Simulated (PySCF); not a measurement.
C4H11NOSi: geometry relaxation

The run: geometry relaxation of C4H11NOSi. Method and program: PBE0-D3(BJ)/def2-SVP geometry optimisation, gas phase (PySCF 2.14.0).

It belongs to a series of runs on one base structure; here: H on Si replaced by CONMe2.

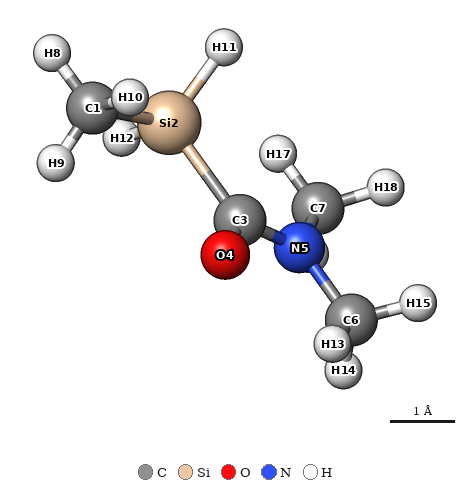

The starting structure (ball-and-stick view, seen at a tilt; atoms are numbered from 1 in the order of the input).

Input file:
```
{"job": {"xc": "PBE0", "basis": "def2-SVP", "d3": "d3bj", "grid": 1, "shake": 0.01, "kind": "geom"}, "charge": 0, "multiplicity": 1}
C      3.101070     0.269840    -0.542310
Si     1.527250     0.226340     0.530820
C      0.020340    -0.052960    -0.658920
O      0.307460    -0.139710    -1.853550
N     -1.227360    -0.151520    -0.192700
C     -2.327250    -0.351990    -1.100840
C     -1.592980    -0.053120     1.200400
H      3.991560     0.460770     0.042730
H      3.203090    -0.625120    -1.082130
H      3.008460     1.096040    -1.265190
H      1.331460     1.488180     1.276800
H      1.607250    -0.874200     1.507990
H     -1.941460    -0.399680    -2.114760
H     -2.857000    -1.287750    -0.856900
H     -3.040230     0.458650    -1.036190
H     -2.102140    -0.958360     1.524370
H     -0.728640     0.119810     1.824780
H     -2.308400     0.786740     1.349860
```

The first line tells a small driver script what to run in PySCF; the rest is the geometry in Å.

Launch command:
```bash
OMP_NUM_THREADS=1 python <driver script> task.json out
```

The program's output:
```
step   0  E = -577.77449398  max force = 0.034870
step   1  E = -577.77868894  max force = 0.009607
step   2  E = -577.77930089  max force = 0.002940
step   3  E = -577.77914912  max force = 0.004190
step   4  E = -577.77941956  max force = 0.001052
step   5  E = -577.77944011  max force = 0.000292
step   6  E = -577.77944496  max force = 0.000482
step   7  E = -577.77945026  max force = 0.000288
optimisation converged
```

Trajectory as extended XYZ (Å, eV, eV/Å), 8 frames, from step=0 to step=7:
```
18
Properties=species:S:1:pos:R:3:forces:R:3 step=0 energy=-15722.04479
C     3.1011    0.2698   -0.5423   -1.2207   1.7931   0.8184
Si    1.5272    0.2263    0.5308    0.5287  -0.0328  -0.7997
C     0.0203   -0.0530   -0.6589    1.4930   0.0250  -0.7250
O     0.3075   -0.1397   -1.8536   -0.2302   0.0431   0.3803
N    -1.2274   -0.1515   -0.1927   -1.2070  -0.0004   0.5659
C    -2.3272   -0.3520   -1.1008    0.2259  -0.5705   0.1470
C    -1.5930   -0.0531    1.2004   -0.4964   0.5994  -0.7316
H     3.9916    0.4608    0.0427    0.4695  -0.0083   0.4551
H     3.2031   -0.6251   -1.0821    0.1730  -1.6535  -0.9609
H     3.0085    1.0960   -1.2652   -0.0696  -0.0768  -0.0377
H     1.3315    1.4882    1.2768    0.0053   0.3081   0.2159
H     1.6073   -0.8742    1.5080   -0.0152  -0.3197   0.3662
H    -1.9415   -0.3997   -2.1148    0.2063  -0.0766  -0.3315
H    -2.8570   -1.2877   -0.8569   -0.0105  -0.0457  -0.0633
H    -3.0402    0.4587   -1.0362   -0.4773   0.6041   0.0954
H    -2.1021   -0.9584    1.5244   -0.1339  -0.4845   0.2267
H    -0.7286    0.1198    1.8248    0.5018   0.0570   0.3700
H    -2.3084    0.7867    1.3499    0.2573  -0.1609   0.0088
18
Properties=species:S:1:pos:R:3:forces:R:3 step=1 energy=-15722.15894
C     2.9279    0.5113   -0.7989    0.2948  -0.4940  -0.0186
Si    1.5793    0.2503    0.4675   -0.1032   0.2219  -0.0578
C     0.0223   -0.1034   -0.6246   -0.4189   0.0168   0.3060
O     0.2188   -0.1903   -1.8242    0.1228  -0.0368  -0.3030
N    -1.2331   -0.2219   -0.0872    0.2625  -0.0316  -0.0098
C    -2.3537   -0.4558   -0.9601   -0.1028   0.1491  -0.0265
C    -1.5028   -0.1406    1.3189   -0.0074  -0.0704   0.0901
H     3.8902    0.7555   -0.3184   -0.0521   0.0008  -0.0813
H     3.0491   -0.4209   -1.3940   -0.0341   0.3642   0.1906
H     2.6513    1.3144   -1.4985   -0.0517  -0.0204   0.0807
H     1.3783    1.4802    1.3061   -0.0210  -0.0351  -0.0197
H     1.8107   -0.8755    1.4315    0.0975  -0.0100  -0.0991
H    -1.9776   -0.5054   -1.9905   -0.0108  -0.0061   0.0408
H    -2.8642   -1.3997   -0.7081   -0.0092  -0.0458   0.0091
H    -3.0906    0.3660   -0.8800    0.0428  -0.0768  -0.0183
H    -1.9908   -1.0638    1.6853    0.0580   0.0567  -0.0147
H    -0.5746    0.0003    1.8940   -0.0357  -0.0247  -0.0690
H    -2.1704    0.7055    1.5544   -0.0317   0.0423   0.0004
18
Properties=species:S:1:pos:R:3:forces:R:3 step=2 energy=-15722.17559
C     2.9600    0.5020   -0.7703    0.0640  -0.1512   0.0211
Si    1.5620    0.2660    0.4445   -0.0588   0.0661  -0.0456
C     0.0034   -0.0875   -0.6568   -0.1202  -0.0255  -0.0140
O     0.2050   -0.1779   -1.8590   -0.0395   0.0036   0.0013
N    -1.2426   -0.2187   -0.1076    0.0940   0.0035   0.0743
C    -2.3897   -0.4627   -0.9453    0.0605   0.0229  -0.0625
C    -1.4809   -0.1376    1.3045   -0.0184   0.0206   0.0673
H     3.9111    0.7361   -0.2684   -0.0253   0.0154  -0.0055
H     3.0868   -0.4162   -1.3663   -0.0168   0.0642   0.0258
H     2.7042    1.3127   -1.4665   -0.0004   0.0336  -0.0124
H     1.3500    1.4863    1.2904    0.0000   0.0033  -0.0169
H     1.7935   -0.8712    1.3913    0.0318  -0.0300  -0.0139
H    -2.0446   -0.5120   -1.9852    0.0048  -0.0082  -0.0198
H    -2.8810   -1.4135   -0.6759    0.0136  -0.0036  -0.0063
H    -3.1328    0.3480   -0.8461    0.0200  -0.0058   0.0060
H    -1.9448   -1.0643    1.6861    0.0122   0.0015  -0.0045
H    -0.5380    0.0128    1.8485   -0.0260  -0.0047   0.0123
H    -2.1515    0.7039    1.5554    0.0047  -0.0057  -0.0069
18
Properties=species:S:1:pos:R:3:forces:R:3 step=3 energy=-15722.17146
C     2.9674    0.4894   -0.7803   -0.0792   0.1231   0.0201
Si    1.5591    0.2794    0.4256   -0.0187  -0.0589  -0.0021
C    -0.0185   -0.0732   -0.6506    0.2107   0.0172   0.1253
O     0.1593   -0.1654   -1.8580    0.0443   0.0357   0.0872
N    -1.2494   -0.2126   -0.0784    0.0116  -0.0099  -0.2155
C    -2.3687   -0.4636   -0.9504   -0.1909  -0.0769   0.1081
C    -1.4994   -0.1370    1.3340   -0.0071   0.0440  -0.0792
H     3.9187    0.7151   -0.2785    0.0059   0.0153   0.0376
H     3.0838   -0.4220   -1.3768    0.0007  -0.1281  -0.0785
H     2.7200    1.3059   -1.4731    0.0358   0.0337  -0.0417
H     1.3600    1.4980    1.2748    0.0016   0.0195  -0.0078
H     1.8070   -0.8655    1.3590   -0.0265  -0.0196   0.0337
H    -1.9930   -0.5017   -1.9803   -0.0001   0.0007   0.0198
H    -2.8530   -1.4244   -0.7026   -0.0082   0.0166  -0.0063
H    -3.1241    0.3352   -0.8669   -0.0294   0.0234   0.0161
H    -1.9524   -1.0701    1.7097   -0.0138  -0.0257  -0.0063
H    -0.5640    0.0226    1.8854    0.0436   0.0146   0.0090
H    -2.1827    0.6961    1.5806    0.0196  -0.0248  -0.0196
18
Properties=species:S:1:pos:R:3:forces:R:3 step=4 energy=-15722.17882
C     2.9677    0.4919   -0.7746   -0.0448   0.0522  -0.0162
Si    1.5585    0.2782    0.4302   -0.0014  -0.0363   0.0095
C    -0.0099   -0.0738   -0.6552    0.0541  -0.0079   0.0429
O     0.1800   -0.1635   -1.8599   -0.0097   0.0155   0.0024
N    -1.2466   -0.2142   -0.0939    0.0027  -0.0042  -0.0397
C    -2.3832   -0.4658   -0.9443   -0.0185  -0.0207   0.0135
C    -1.4892   -0.1365    1.3188   -0.0026   0.0163  -0.0089
H     3.9170    0.7180   -0.2679   -0.0001   0.0050   0.0198
H     3.0860   -0.4222   -1.3720   -0.0021  -0.0423  -0.0229
H     2.7245    1.3089   -1.4697    0.0258   0.0099  -0.0125
H     1.3562    1.4973    1.2787    0.0034   0.0133  -0.0099
H     1.7997   -0.8671    1.3663   -0.0135  -0.0068   0.0154
H    -2.0270   -0.5079   -1.9809    0.0032   0.0016  -0.0007
H    -2.8656   -1.4240   -0.6847    0.0012   0.0052  -0.0015
H    -3.1349    0.3361   -0.8482   -0.0053   0.0076   0.0072
H    -1.9418   -1.0695    1.6971   -0.0057  -0.0081   0.0007
H    -0.5508    0.0233    1.8664    0.0104   0.0073   0.0054
H    -2.1704    0.6969    1.5670    0.0030  -0.0075  -0.0045
18
Properties=species:S:1:pos:R:3:forces:R:3 step=5 energy=-15722.17938
C     2.9645    0.4926   -0.7774   -0.0111   0.0005  -0.0123
Si    1.5586    0.2764    0.4313    0.0065  -0.0095  -0.0012
C    -0.0075   -0.0744   -0.6547   -0.0150  -0.0001   0.0053
O     0.1805   -0.1601   -1.8598    0.0144   0.0062  -0.0056
N    -1.2448   -0.2151   -0.0948    0.0023  -0.0104   0.0061
C    -2.3835   -0.4671   -0.9423   -0.0014   0.0021  -0.0020
C    -1.4867   -0.1360    1.3177   -0.0011   0.0010   0.0034
H     3.9133    0.7174   -0.2683    0.0007  -0.0022   0.0046
H     3.0819   -0.4233   -1.3747    0.0000  -0.0004   0.0005
H     2.7255    1.3103   -1.4734    0.0074   0.0022   0.0030
H     1.3578    1.4981    1.2771   -0.0002   0.0050  -0.0078
H     1.7960   -0.8682    1.3702   -0.0003   0.0031   0.0010
H    -2.0296   -0.5085   -1.9798   -0.0008   0.0017   0.0006
H    -2.8654   -1.4250   -0.6817    0.0011  -0.0005   0.0010
H    -3.1348    0.3353   -0.8435   -0.0004  -0.0012   0.0019
H    -1.9385   -1.0691    1.6974    0.0008   0.0001   0.0017
H    -0.5481    0.0264    1.8651   -0.0020   0.0033   0.0007
H    -2.1690    0.6966    1.5647   -0.0008  -0.0009  -0.0009
18
Properties=species:S:1:pos:R:3:forces:R:3 step=6 energy=-15722.17951
C     2.9640    0.4907   -0.7821    0.0006  -0.0101  -0.0060
Si    1.5598    0.2788    0.4295   -0.0013  -0.0005   0.0047
C    -0.0082   -0.0717   -0.6528    0.0056   0.0039   0.0136
O     0.1826   -0.1546   -1.8578   -0.0248  -0.0012  -0.0083
N    -1.2452   -0.2152   -0.0929    0.0088  -0.0103  -0.0071
C    -2.3840   -0.4681   -0.9399    0.0024   0.0067  -0.0035
C    -1.4877   -0.1370    1.3198    0.0039   0.0002   0.0026
H     3.9132    0.7127   -0.2721    0.0014  -0.0049  -0.0002
H     3.0787   -0.4266   -1.3782    0.0006   0.0083   0.0038
H     2.7292    1.3089   -1.4788   -0.0005  -0.0005   0.0060
H     1.3626    1.5036    1.2714   -0.0009   0.0023  -0.0030
H     1.7964   -0.8641    1.3708    0.0043   0.0055   0.0008
H    -2.0309   -0.5063   -1.9779   -0.0010   0.0006  -0.0005
H    -2.8634   -1.4277   -0.6808    0.0002  -0.0021  -0.0003
H    -3.1369    0.3324   -0.8385    0.0001  -0.0028  -0.0001
H    -1.9365   -1.0717    1.6996    0.0027   0.0015   0.0002
H    -0.5502    0.0293    1.8678   -0.0001   0.0024  -0.0025
H    -2.1732    0.6931    1.5659   -0.0020   0.0008  -0.0003
18
Properties=species:S:1:pos:R:3:forces:R:3 step=7 energy=-15722.17966
C     2.9646    0.4872   -0.7859    0.0074  -0.0089   0.0023
Si    1.5593    0.2828    0.4255   -0.0011   0.0036   0.0000
C    -0.0104   -0.0673   -0.6539   -0.0026  -0.0043  -0.0148
O     0.1760   -0.1478   -1.8599   -0.0076   0.0033   0.0012
N    -1.2455   -0.2152   -0.0915   -0.0041  -0.0067   0.0111
C    -2.3862   -0.4698   -0.9357    0.0080   0.0072  -0.0023
C    -1.4849   -0.1379    1.3218    0.0008   0.0003  -0.0010
H     3.9136    0.7046   -0.2734    0.0016  -0.0060  -0.0046
H     3.0761   -0.4314   -1.3806    0.0007   0.0070   0.0009
H     2.7363    1.3065   -1.4834   -0.0052  -0.0008   0.0043
H     1.3654    1.5117    1.2624   -0.0022  -0.0004  -0.0010
H     1.7942   -0.8575    1.3704    0.0040   0.0063   0.0023
H    -2.0364   -0.5034   -1.9750   -0.0007  -0.0004   0.0006
H    -2.8611   -1.4320   -0.6780    0.0002  -0.0023  -0.0004
H    -3.1418    0.3276   -0.8292    0.0003  -0.0020   0.0003
H    -1.9274   -1.0749    1.7033    0.0029   0.0013   0.0013
H    -0.5471    0.0346    1.8674   -0.0002   0.0015  -0.0020
H    -2.1747    0.6883    1.5687   -0.0022   0.0013   0.0018
```

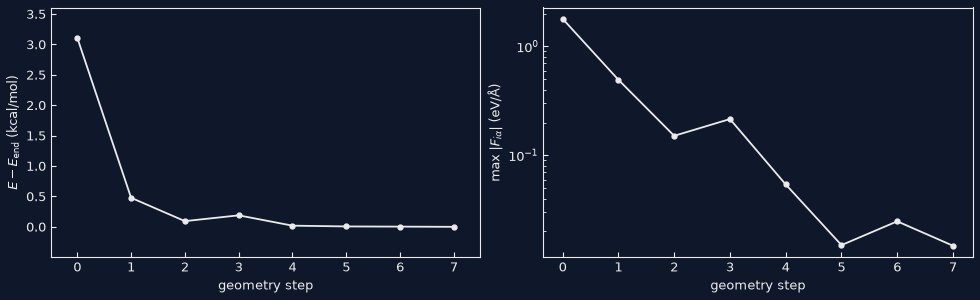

Progress of the relaxation, step by step (steps are counted from 0).

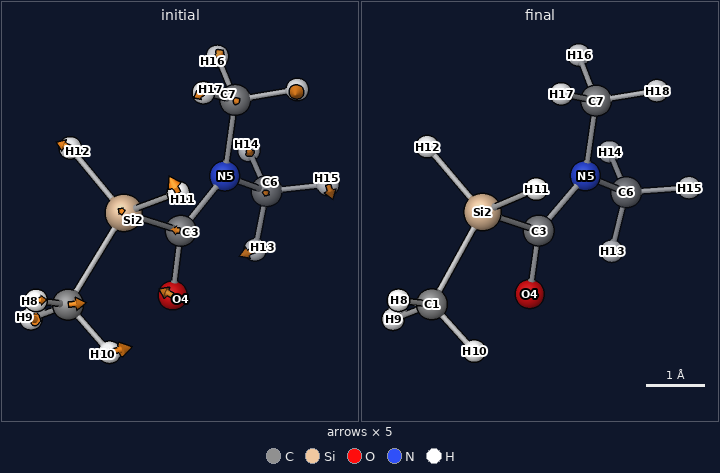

Before (left) and after (right) the relaxation, at one scale (ball-and-stick view, seen at a tilt). The orange arrows give the displacements, magnified 5 times. The energy falls by 3.11 kcal/mol in 7 geometry steps. The largest force component goes from 1.8 to 0.015 eV/Å. H10 moves most after the best rigid fit: 0.092 Å. Largest moves by element: H 0.092 Å, C 0.068 Å, O 0.060 Å, Si 0.027 Å, N 0.013 Å. Among the contacts that change: C1–H9 1.050 → 1.100 Å, C1–Si2 1.905 → 1.867 Å, C3–N5 1.336 → 1.365 Å, Si2–H12 1.474 → 1.499 Å. Among the angles that change: H8–C1–H10 106.9° → 109.1°. (Atoms are counted from 1 in the order of the input.)

Key numbers:

- outcome: converged
- total energy: −577.779450 hartree
- dipole moment: 2.76 D
- point group: C1
- hardware: 1 CPU thread, shared host
- wall time: 2.5 min
- peak memory: 0.63 GiB
